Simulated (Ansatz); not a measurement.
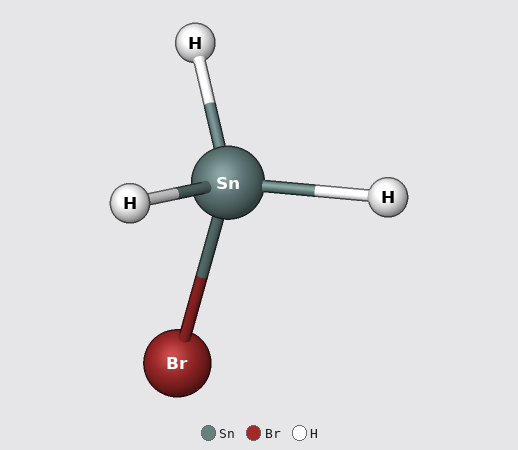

Sticks follow a distance rule. Harmonic vibrations computed with RKS PBE0-D4/def2-TZVP, core potentials on Sn (Ansatz 0.2.0) at a stationary point of the same level.

Is this a minimum or a saddle point?

A minimum: no imaginary frequency, and the lowest mode lies at 258 cm⁻¹.

List the wavenumbers.

9 modes: 258, 472, 472, 693, 706, 706, 1969, 1977, 1977 cm⁻¹.
